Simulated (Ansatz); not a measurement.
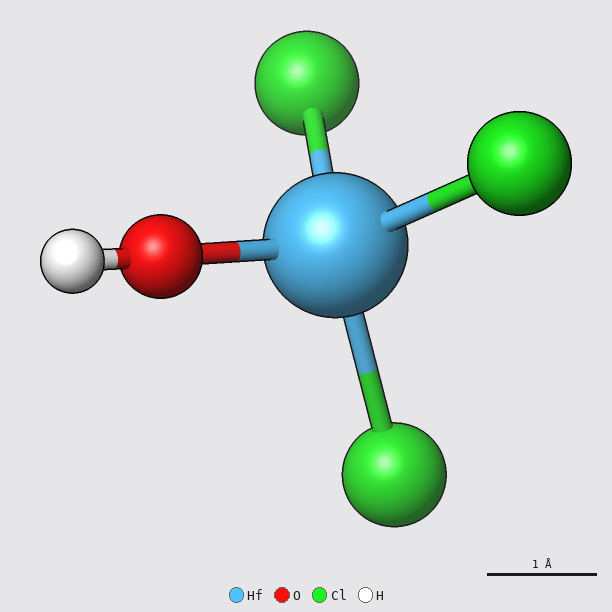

The species is neutral and a spin singlet. The computed structure is the end point of a PBE0-D4/def2-TZVP optimisation.

Description:

It has 6 atoms: 3 chlorine, 1 hydrogen, 1 hafnium and 1 oxygen (Cl3HHfO). The point group is C3v. Coordination: 1 Hf tetrahedral; 1 O linear.

More results for the same structure follow; atom numbers are the same in all pictures, views and colours differ.

Geometry

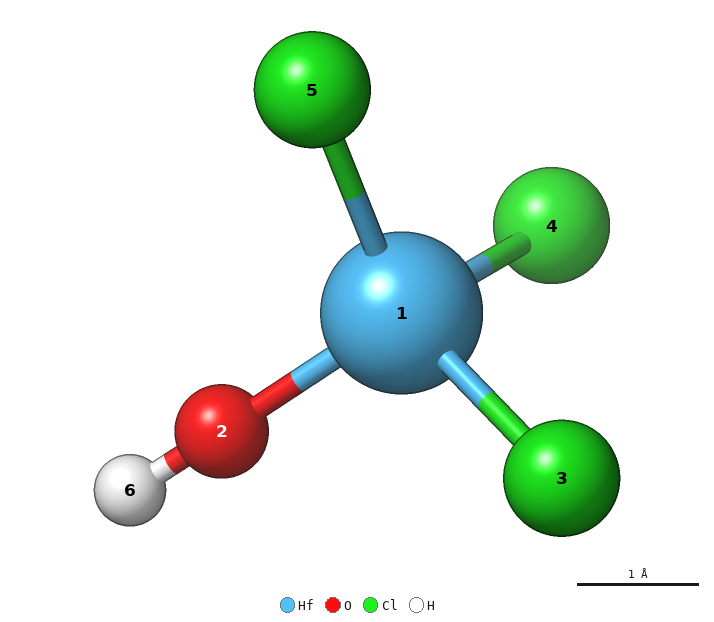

Numbered structure.

Estimate the angles O2–Hf1–Cl3, Cl3–Hf1–Cl4, Hf1–O2–H6.

| angle | degrees |
| --- | --- |
| O2–Hf1–Cl3 | 109.2 |
| Cl3–Hf1–Cl4 | 109.7 |
| Hf1–O2–H6 | 179.4 |

Vibrations

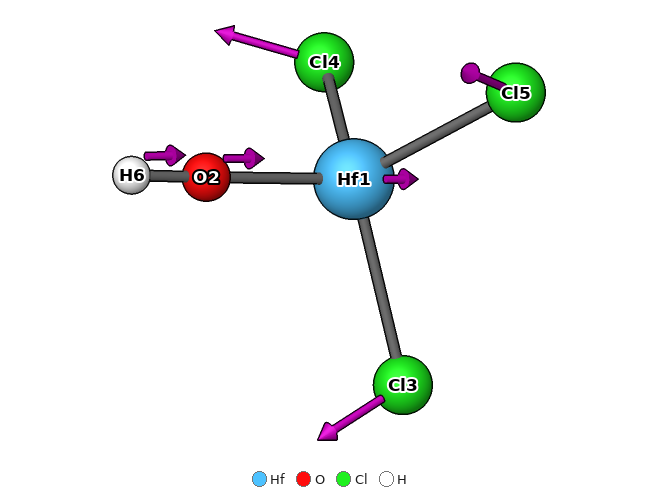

The arrows show one normal mode. Harmonic vibrations computed with RKS PBE0-D4/def2-TZVP, core potentials on Hf (Ansatz 0.2.0) at a stationary point of the same level.

Describe the motion.

Mostly angle bending.

Estimate its harmonic wavenumber.

104 cm⁻¹; it is mode 3 of 12 counted from the lowest.

Electronic properties

Properties computed with RKS PBE0-D4/def2-TZVPP, core potentials on Hf (Ansatz 0.2.0).

Computed properties:

- HOMO energy (Kohn–Sham orbital): −9.30 eV
- LUMO energy (Kohn–Sham orbital): −1.40 eV
- HOMO–LUMO gap: 7.90 eV

Thermal motion

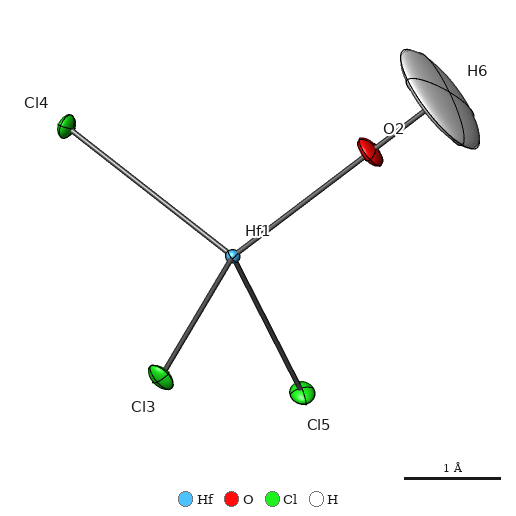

Displacement ellipsoids at the 50 % level, from the internal vibrations of the free molecule (harmonic, no overall translation or rotation; no half-axis is drawn under 0.075 Å). Vibrations computed with RKS PBE0-D4/def2-TZVP, core potentials on Hf (Ansatz 0.2.0). Temperature: 298 K.

Which atom has the largest mean-square displacement?

H6, with U_eq = 0.1138 Å².

Does H6 move more along its bond or across it?

Across it: the root-mean-square amplitude is 0.081 Å along the bond and up to 0.409 Å across, since bending and torsion are softer than stretching.

Give the displacement parameters, one line for each set of equivalent atoms.

| atom | U_eq (Å²) | rms amplitudes (Å) |
| --- | --- | --- |
| Hf1 | 0.00073 | 0.024, 0.024, 0.031 |
| O2 | 0.0098 | 0.051, 0.116, 0.116 |
| Cl3, Cl4, Cl5 | 0.0066 | 0.045, 0.083, 0.105 |
| H6 | 0.1138 | 0.081, 0.409, 0.409 |
